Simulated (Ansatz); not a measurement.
**TaC (doublet): B2PLYP over vertical spin and charge gaps, def2-QZVPP**

How well do these functionals follow the top wave-function level for TaC (doublet) over vertical spin and charge gaps?

Method: def2-QZVPP, all electrons in the functionals, frozen cores in the correlation of double hybrids and RPA; program: Ansatz 0.2.0, Gaussian basis.

The runs, in order: B2PLYP, at charge 0, doublet; charge 0, quartet; charge 1, singlet; charge 1, triplet.

2 further runs of the same task are left out: 2 set aside as unsound or not needed. Runs told in other sessions of the task aren't counted.

**1. The geometry**

The geometry is a PBE0/def2-TZVP stationary point (not a proven minimum). No spin-orbit coupling is included. Elements past krypton take def2 core potentials.

2 atoms, charge 0, spin multiplicity 2.

Atoms are counted from 1 here; the program's logs count them from 0.

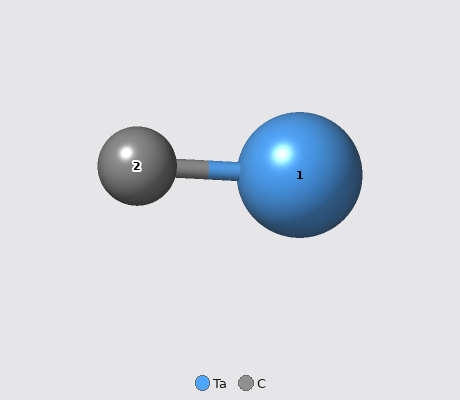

The structure; tantalum blue, carbon grey; atoms are numbered from 1 in the order of the file.

No dispersion term is added.

The geometry shown and the zero of energy belong to the point charge 0, doublet. The yardstick, UCCSD(T), and other wave-function levels (R restricted, U unrestricted, valence and pair active spaces) come from earlier runs.

**2. B2PLYP, charge 0, doublet**

in.yaml

```yaml
crystal:
  periodic: [false, false, false]
  atoms:
    - {symbol: Ta, position_ang: [0.000000, 0.000000, 0.000000]}
    - {symbol: C, position_ang: [0.000000, 0.000000, 1.745600]}
basis:
  gaussian: {orbitals: "def2-QZVPP.json"}
magnetization: {spin_polarized: true, initial_magnetization: 1}
hamiltonian: {xc: {name: B2PLYP}}
correlation: {electrons: outside_noble_gas}
```

Launch:

```sh
> ansatz run in.yaml --threads 2 --pin off --events-out ev --progress --plain --max-ram 16896MiB --backend cuda --devices 0, --max-vram 18GiB
```

The log of the run, cut to the lines that bear on the results:

```text
Functional definition: B2PLYP
  name "B2PLYP"
  cite "Grimme, J. Chem. Phys. 124, 034108 (2006) doi:10.1063/1.2148954"
  cite "Becke, Phys. Rev. A 38, 3098 (1988) doi:10.1103/PhysRevA.38.3098"
  cite "Lee, Yang & Parr, Phys. Rev. B 37, 785 (1988) doi:10.1103/PhysRevB.37.785"
[...]
857 factors; integrals over basis functions are off by at most 1.1e-3 eV
[...]
mean field -2573.43272452 eV, -94.5719082908 hartree, gradient 3.3e-6 eV, S^2 1.298124; 15 other end points of the search recorded, 0 dependent functions left out
5 core orbitals not correlated: weight in the atoms' cores, before any rotation towards them, 0.993 or more for the frozen orbitals, at most 0.004 for the correlated occupied ones
reference -2573.43283404 eV, -94.5719123156 hartree; 5, 4 occupied and 128, 129 virtual orbitals, 857 factors
second order -10.72006200 eV of doubles, -0.00000000 eV of singles
Total energy: -2576.32725078 eV, -94.6782801689 hartree
```

It took 83 s on 1 × H100 (card shared with other runs) with 2 threads of AMD EPYC 7R13, shared host; peak host memory 0.89 GiB.

From the report: ⟨S²⟩ of the determinant 1.298 (pure doublet: 0.75). The determinant of B2PLYP (⟨S²⟩ 1.30) is far from a pure spin state, so its energy mixes those of several spin states; that is harmless only where they are near-degenerate.

**3. B2PLYP, charge 0, quartet**

Changes to in.yaml since step 2:

```diff
@@ -7,3 +7,3 @@
   gaussian: {orbitals: "def2-QZVPP.json"}
-magnetization: {spin_polarized: true, initial_magnetization: 1}
+magnetization: {spin_polarized: true, initial_magnetization: 3}
 hamiltonian: {xc: {name: B2PLYP}}
```

Launched as before.

The log of the run, cut to the lines that bear on the results:

```text
Functional definition: B2PLYP
  name "B2PLYP"
  cite "Grimme, J. Chem. Phys. 124, 034108 (2006) doi:10.1063/1.2148954"
  cite "Becke, Phys. Rev. A 38, 3098 (1988) doi:10.1103/PhysRevA.38.3098"
  cite "Lee, Yang & Parr, Phys. Rev. B 37, 785 (1988) doi:10.1103/PhysRevB.37.785"
[...]
857 factors; integrals over basis functions are off by at most 1.1e-3 eV
[...]
mean field -2573.30880046 eV, -94.5673541656 hartree, gradient 5.8e-6 eV, S^2 3.782918; 6 other end points of the search recorded, 0 dependent functions left out
5 core orbitals not correlated: weight in the atoms' cores, before any rotation towards them, 0.993 or more for the frozen orbitals, at most 0.004 for the correlated occupied ones
reference -2573.30891241 eV, -94.5673582795 hartree; 6, 3 occupied and 127, 130 virtual orbitals, 857 factors
second order -9.95612607 eV of doubles, -0.00000000 eV of singles
Total energy: -2575.99706644 eV, -94.6661461183 hartree
```

Wall time 8 s (1 × H100 (card shared with other runs) with 2 threads of AMD EPYC 7R13, shared host); peak host memory 0.87 GiB.

From the report: ⟨S²⟩ of the determinant 3.783 (pure quartet: 3.75).

From charge 0, doublet: +7.6 kcal/mol.

**4. B2PLYP, charge 1, singlet**

Changes to in.yaml since step 3:

```diff
@@ -7,3 +7,4 @@
   gaussian: {orbitals: "def2-QZVPP.json"}
-magnetization: {spin_polarized: true, initial_magnetization: 3}
+total_charge: 1
+magnetization: {spin_polarized: true, initial_magnetization: 0}
 hamiltonian: {xc: {name: B2PLYP}}
```

The command is unchanged.

The log of the run, cut to the lines that bear on the results:

```text
Functional definition: B2PLYP
  name "B2PLYP"
  cite "Grimme, J. Chem. Phys. 124, 034108 (2006) doi:10.1063/1.2148954"
  cite "Becke, Phys. Rev. A 38, 3098 (1988) doi:10.1103/PhysRevA.38.3098"
  cite "Lee, Yang & Parr, Phys. Rev. B 37, 785 (1988) doi:10.1103/PhysRevB.37.785"
[...]
857 factors; integrals over basis functions are off by at most 1.1e-3 eV
[...]
mean field -2565.98749961 eV, -94.2983013218 hartree, gradient 3.5e-6 eV, S^2 1.020506; 14 other end points of the search recorded, 0 dependent functions left out
5 core orbitals not correlated: weight in the atoms' cores, before any rotation towards them, 0.993 or more for the frozen orbitals, at most 0.004 for the correlated occupied ones
reference -2565.98761634 eV, -94.2983056115 hartree; 4, 4 occupied and 129, 129 virtual orbitals, 857 factors
second order -9.64976069 eV of doubles, -0.00000000 eV of singles
Total energy: -2568.59305172 eV, -94.3940535959 hartree
```

It took 9 s on 1 × H100 (card shared with other runs) with 2 threads of AMD EPYC 7R13, shared host; peak host memory 0.89 GiB.

From the report: ⟨S²⟩ of the determinant 1.021 (pure singlet: 0.00). The determinant of B2PLYP (⟨S²⟩ 1.02) is far from a pure spin state, so its energy mixes those of several spin states; that is harmless only where they are near-degenerate.

From charge 0, doublet: +178.4 kcal/mol.

**5. B2PLYP, charge 1, triplet**

Changes to in.yaml since step 4:

```diff
@@ -8,3 +8,3 @@
 total_charge: 1
-magnetization: {spin_polarized: true, initial_magnetization: 0}
+magnetization: {spin_polarized: true, initial_magnetization: 2}
 hamiltonian: {xc: {name: B2PLYP}}
```

Same command.

The log of the run, cut to the lines that bear on the results:

```text
Functional definition: B2PLYP
  name "B2PLYP"
  cite "Grimme, J. Chem. Phys. 124, 034108 (2006) doi:10.1063/1.2148954"
  cite "Becke, Phys. Rev. A 38, 3098 (1988) doi:10.1103/PhysRevA.38.3098"
  cite "Lee, Yang & Parr, Phys. Rev. B 37, 785 (1988) doi:10.1103/PhysRevB.37.785"
[...]
857 factors; integrals over basis functions are off by at most 1.1e-3 eV
[...]
mean field -2565.95581648 eV, -94.2971369885 hartree, gradient 4.1e-6 eV, S^2 2.014181; 6 other end points of the search recorded, 0 dependent functions left out
5 core orbitals not correlated: weight in the atoms' cores, before any rotation towards them, 0.993 or more for the frozen orbitals, at most 0.004 for the correlated occupied ones
reference -2565.95593326 eV, -94.2971412799 hartree; 5, 3 occupied and 128, 130 virtual orbitals, 857 factors
second order -9.66970658 eV of doubles, -0.00000000 eV of singles
Total energy: -2568.56675404 eV, -94.3930871737 hartree
```

Run time: 8.5 s. Hardware: 1 × H100 (card shared with other runs) with 2 threads of AMD EPYC 7R13, shared host; peak host memory 0.87 GiB.

From the report: ⟨S²⟩ of the determinant 2.014 (pure triplet: 2.00).

From charge 0, doublet: +179.0 kcal/mol.

**6. Against the wave-function levels**

No level is safe as a reference over these points; UCCSD(T) serves as a yardstick only. It comes from earlier runs at the same points. Energies in kcal/mol, counted from charge 0, doublet; blanks weren't run or aren't comparable.

```csv
level,doublet to quartet,ionisation to the singlet cation,ionisation to the triplet cation
UCCSD(T),8.5,,179.1
B2PLYP,7.6,178.4,179.0
```

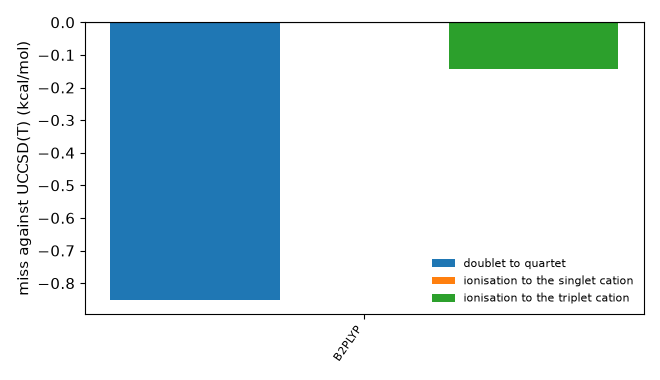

Misses of the gaps against UCCSD(T).

Largest miss and mean time a point (UCCSD(T) took 87 s a point; shared hosts):

```csv
level,largest miss (kcal/mol),where,time a point
B2PLYP,-0.9,doublet to quartet,27 s
```

**7. Results**

| quantity | value |
| --- | --- |
| doublet to quartet, UCCSD(T) | 8.5 kcal/mol |
| ionisation to the triplet cation, UCCSD(T) | 179.1 kcal/mol |
| largest miss, B2PLYP | -0.9 kcal/mol (doublet to quartet) |

**Reading.** Misses are known at 2 of 3 points at best, and only functionals with that many are ranked. B2PLYP strays by up to 0.9 kcal/mol, at doublet to quartet. B2PLYP clearly breaks the spin symmetry at some points (⟨S²⟩ up to 1.02 above the pure value), so energy there is bought with a mixed spin. Functionals and the yardstick converge differently with the basis, so part of each miss in def2-QZVPP is the basis. The yardstick itself may be off where one determinant is a poor start.
